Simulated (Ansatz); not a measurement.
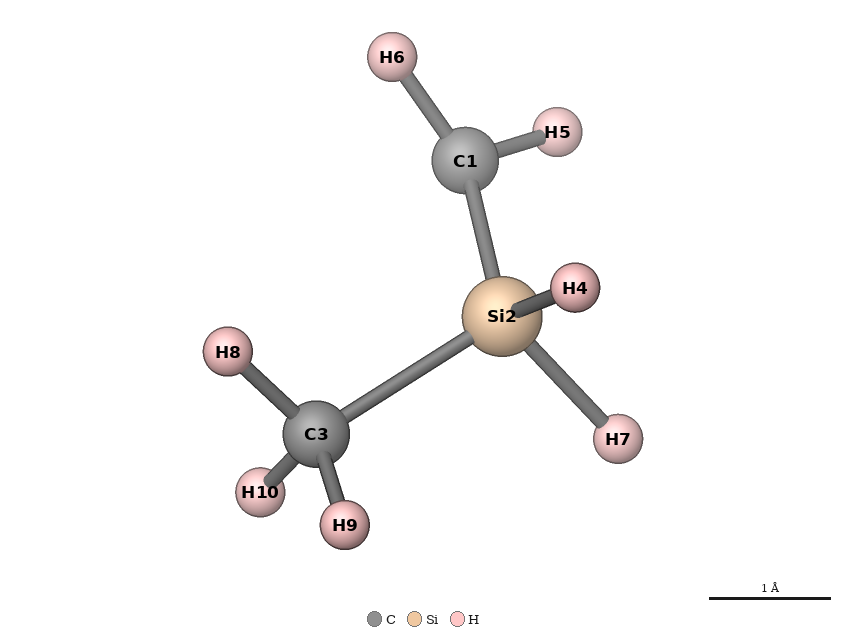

Orthographic view. Distant atoms are faded towards the background colour. The species has charge −1 and is a spin singlet. The computed structure is the end point of a PBE0-D4/def2-TZVPD optimisation. No frequency run is at hand to confirm it as a minimum.

Give the geometry as a Z-matrix, atoms in numerical order, with these reference atoms: 2 to 1; 3 to 2, 1; 4 to 2, 1, 3; 5 to 1, 2, 4; 6 to 1, 5, 2; 7 to 2, 4, 3; 8 to 3, 2, 7; 9 to 3, 8, 2; 10 to 3, 8, 9.

```
C  
Si   1   1.771
C    2   1.910   1   114.8
H    2   1.546   1   123.3   3  -119.7
H    1   1.090   2   118.8   4    92.9
H    1   1.092   5   113.1   2   150.1
H    2   1.514   4   101.1   3  -108.3
H    3   1.096   2   109.4   7   179.4
H    3   1.097   8   107.9   2   122.0
H    3   1.094   8   107.5   9   117.8
```
